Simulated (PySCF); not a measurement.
# C3H3FNO radical: EPR parameters

Wanted: the EPR parameters of C3H3FNO radical (`[NH]C(=O)/C=C/F`), by calculation.

Computed with PySCF 2.14.0, with density-fitted response routines of our own, on a single molecule in the gas phase. Atoms count from 0, in the outputs and in this text.

### 1 The starting structure

9 atoms, charge 0, multiplicity 2; geometry from: GFN2-xTB.

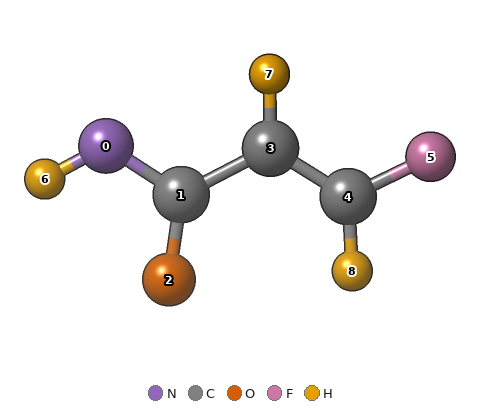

As it starts; nitrogen purple, carbon grey, oxygen orange, fluorine pink, hydrogen amber, atoms numbered; sticks join atoms by distance.

### 2 g tensor and hyperfine couplings: B3LYP/pcH-1

What the job is given:

```
{"job": {"kind": "epr", "basis": "pcH-1"}, "charge": 0, "multiplicity": 2}
N      1.914194     0.362370     0.582633
C      0.881727     0.010465    -0.122773
O      1.150024    -0.430493    -1.259576
C     -0.456910     0.151719     0.444404
C     -1.526064    -0.202428    -0.256713
F     -2.757585    -0.088203     0.227889
H      2.834183     0.257512     0.175535
H     -0.522064     0.551489     1.443471
H     -1.503943    -0.606438    -1.260050
```

Method: UKS B3LYP, pcH-1 on C F H N O, non-relativistic, mean-field spin-orbit, GIAO.

Log:

```text
UKS, coarse grid
  cycle   1  E = -345.58567063  |g| = 7.54e-01
  cycle   2  E = -342.32460287  |g| = 2.24e+00
  cycle   3  E = -345.75702893  |g| = 4.21e-01
  cycle   4  E = -345.83923664  |g| = 2.22e-01
  cycle   5  E = -345.85483132  |g| = 8.23e-02
  cycle   6  E = -345.85688612  |g| = 6.71e-02
  cycle   7  E = -345.85858978  |g| = 3.61e-02
  cycle   8  E = -345.85935788  |g| = 9.95e-03
  cycle   9  E = -345.85941869  |g| = 3.97e-03
  cycle  10  E = -345.85942729  |g| = 2.04e-03
  cycle  11  E = -345.85943018  |g| = 9.86e-04
UKS, final grid
  cycle   1  E = -345.85944967  |g| = 1.71e-03
  cycle   2  E = -345.85944504  |g| = 4.15e-03
  cycle   3  E = -345.85945156  |g| = 3.16e-04
  cycle   4  E = -345.85945184  |g| = 2.94e-04
  cycle   5  E = -345.85945246  |g| = 1.79e-04
  cycle   6  E = -345.85945260  |g| = 1.72e-04
  cycle   7  E = -345.85945220  |g| = 1.67e-04
  cycle   8  E = -345.85945097  |g| = 9.98e-05
  cycle   9  E = -345.85945074  |g| = 3.92e-05
  cycle  10  E = -345.85945074  |g| = 1.75e-05
E = -345.85945074 Eh   <S^2> = 0.7781 (exact 0.7500)
g shifts (ppm)      1          2          3
  rmc          -258       -258       -258
  gc             44        -18         55
  oz_so       -4582         24     140257
  total       -4475       -252     140397
hyperfine (MHz)  atom isotope    a_iso     a_fc   dipolar eigenvalues
    0   14N      23.10      23.10    -32.59    -32.33     64.92
    1   13C     -42.33     -42.33    -26.82      9.80     17.02
    2   17O     -26.77     -26.77   -138.78     69.08     69.70
    3   13C       2.24       2.24     -2.50     -0.82      3.32
    4   13C      -6.05      -6.05     -7.95      3.26      4.70
    5   19F      -6.64      -6.64    -22.47      8.96     13.51
    6    1H     -47.50     -47.50    -35.77     -8.97     44.74
    7    1H      -2.56      -2.56     -2.73     -2.60      5.33
    8    1H       3.07       3.07     -3.67     -1.86      5.52
```

Wall time 25 s (1 thread, shared host).

Principal g values 1.99784, 2.00207, 2.14272; g(iso) = 2.04754, against 2.00232 for a free electron. They are not to be trusted: the run shows a large g shift, which the driver flags as unsure.

Hyperfine couplings, nucleus by nucleus at this fixed geometry (no averaging over rotations):

```csv
nuclei,isotope,a(iso) (MHz),"a(iso) (G, at g = 2.0023)",largest dipolar term (MHz)
H6,1H,-47.5,-16.9,44.7
C1,13C,-42.3,-15.1,-26.8
O2,17O,-26.8,-9.6,-138.8
N0,14N,23.1,8.2,64.9
F5,19F,-6.6,-2.4,-22.5
C4,13C,-6.1,-2.2,-8.0
H8,1H,3.1,1.1,5.5
H7,1H,-2.6,-0.9,5.3
C3,13C,2.2,0.8,3.3
```

Mulliken spin populations:

```csv
atom,value (e)
N0,0.74
C1,-0.17
O2,0.46
C3,0.03
C4,-0.04
F5,0.00
H6,-0.02
H7,0.00
H8,0.00
```

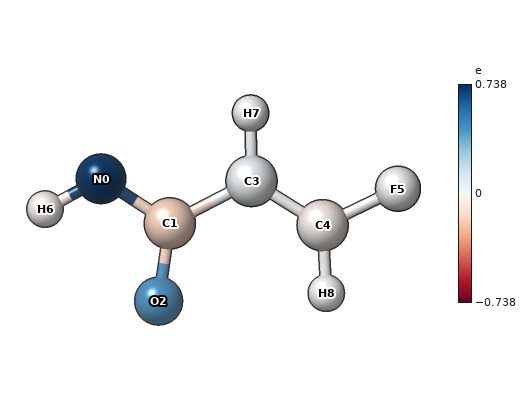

Mulliken spin populations, as colours on the atoms.

### 3 Summary of results

| quantity | value |
| --- | --- |
| g(iso) (B3LYP) | 2.04754 |
| ⟨S²⟩ | 0.778 (exact 0.75) |
| largest a(iso) | 1H on H6, -47.5 MHz |
| property runs in this session | 1, of which 0 failed and 1 gave unsound results |

**Reading.** The largest share of the spin, 0.74 e, sits on N0. The isotropic g lies 45.2 ppt above the free-electron value. These values are not to be trusted: the run shows a large g shift, which the driver flags as unsure.
